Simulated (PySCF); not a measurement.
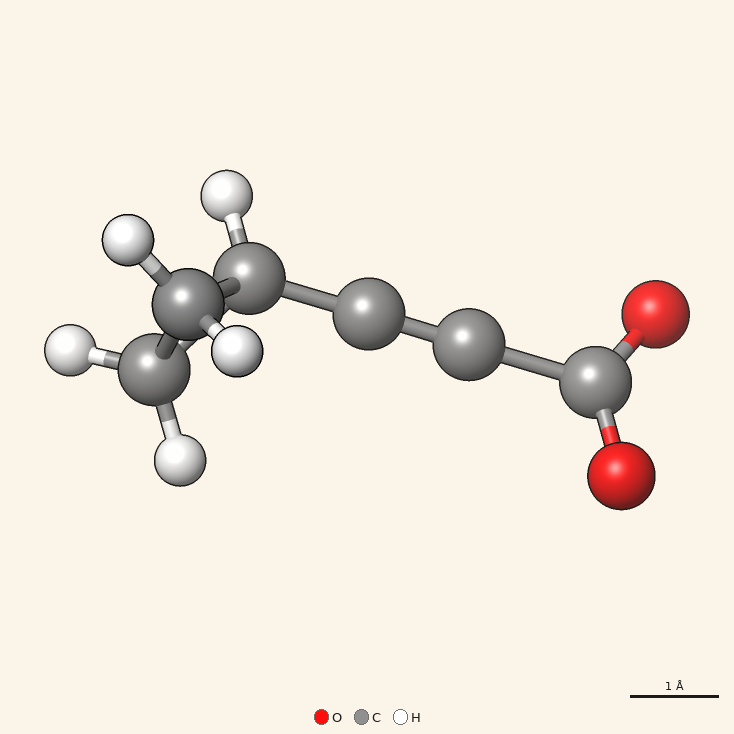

Ball-and-stick drawing of a structure.

State: charge −1, singlet. Computed geometry: GFN2-xTB optimisation. No frequency run is at hand to confirm it as a minimum.

Give the formula.

Answer. C6H5O2(-), 13 atoms: 6 carbon, 5 hydrogen and 2 oxygen.

Write the SMILES.

Answer. O=C([O-])C#CC1CC1

More results for the same structure follow; atom numbers are the same in all pictures, views and colours differ.

### Shape

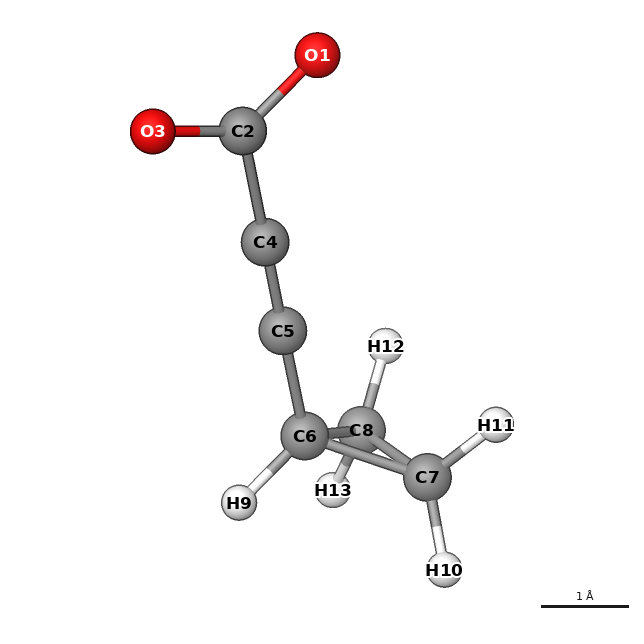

Atoms carry their numbers in the input. No frequency run is at hand to confirm it as a minimum.

Give the bond lengths.

```tsv
bond	length (Å)	order
O1–C2	1.238	delocalised
C2–O3	1.238	delocalised
C2–C4	1.519	single
C4–C5	1.205	triple
C5–C6	1.437	single
C6–C7	1.507	single
C6–C8	1.506	single
C6–H9	1.088	single
C7–C8	1.497	single
C7–H10	1.082	single
C7–H11	1.080	single
C8–H12	1.080	single
C8–H13	1.082	single
```

### Charges

The questions are on Mulliken charges. No frequency run is at hand to confirm it as a minimum. Method: PBE0/pcSseg-1, gas phase (PySCF 2.14.0).

Which atom carries the highest charge (most positive or least negative)?

Answer. C2 (0.33 e).

And the lowest?

Answer. O1, O3 (−0.55 e).

Give the Mulliken charges atom by atom.

```json
{"atom": "O1", "value (e)": "−0.55"}
{"atom": "C2", "value (e)": "0.33"}
{"atom": "O3", "value (e)": "−0.55"}
{"atom": "C4", "value (e)": "−0.23"}
{"atom": "C5", "value (e)": "0.10"}
{"atom": "C6", "value (e)": "−0.30"}
{"atom": "C7", "value (e)": "−0.19"}
{"atom": "C8", "value (e)": "−0.19"}
{"atom": "H9", "value (e)": "0.12"}
{"atom": "H10", "value (e)": "0.10"}
{"atom": "H11", "value (e)": "0.13"}
{"atom": "H12", "value (e)": "0.13"}
{"atom": "H13", "value (e)": "0.10"}
```

### NMR shielding

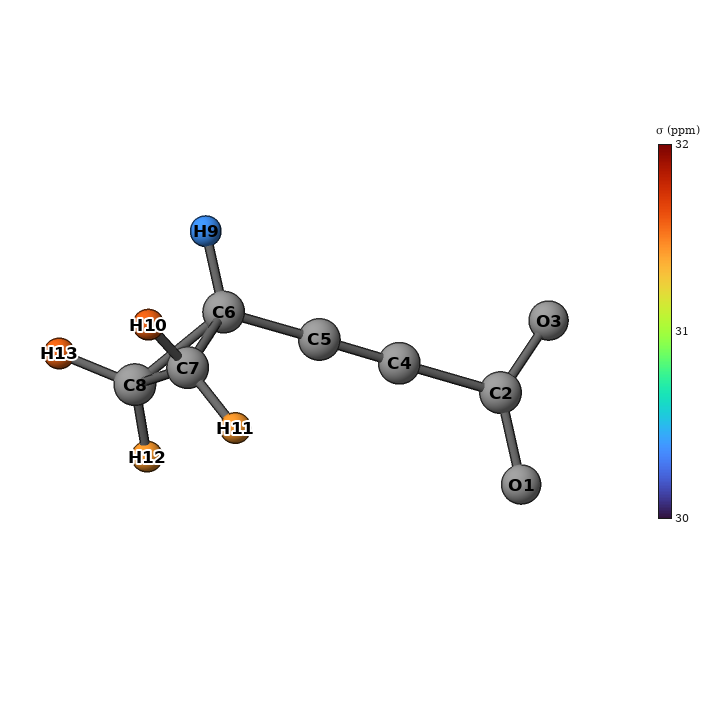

Atoms are coloured by their isotropic NMR shieldings (H only, the others grey). No frequency run is at hand to confirm it as a minimum. Properties computed with GIAO PBE0/pcSseg-1 NMR shielding, non-relativistic, gas phase (PySCF 2.14.0).

Which H atom is the most shielded (lowest chemical shift)?

Answer. H10, H13 (31.56 to 31.57 ppm).

Which H atom is the least shielded (highest chemical shift)?

Answer. H9 (30.39 ppm).

How wide is the range of H shifts?

Answer. 1.18 ppm.

Give the isotropic NMR shieldings of the H atoms atom by atom.

```tsv
atom	σ (ppm)
H9	30.39
H10	31.57
H11	31.43
H12	31.43
H13	31.56
```

### Electronic properties

No frequency run is at hand to confirm it as a minimum. Level of theory: PBE0/def2-SVPD, gas phase (PySCF 2.14.0).

Predict the main results.

- HOMO energy (Kohn–Sham orbital): −1.82 eV
- mean static polarisability: 86.8 bohr³

### Quadrupole coupling

No frequency run is at hand to confirm it as a minimum. Electric field gradients from the ground-state density, PBE0/pcSseg-1 (PySCF 2.14.0), non-relativistic apart from any core potentials.

Give the largest field-gradient component, the quadrupole coupling constant and the asymmetry for 17O at O1 (Q = −25.6 mb), 17O at O3 (Q = −25.6 mb), 2H at H9 (Q = 2.86 mb), 2H at H10 (Q = 2.86 mb).

```
atom  V_zz (a.u.)  e²qQ/h (MHz)     η
  O1       −1.379          8.29  0.37
  O3       −1.377          8.28  0.37
  H9        0.317         0.213  0.07
 H10        0.331         0.222  0.07
```

Mulliken values depend strongly on the basis set and can even reverse the polarity of a bond.
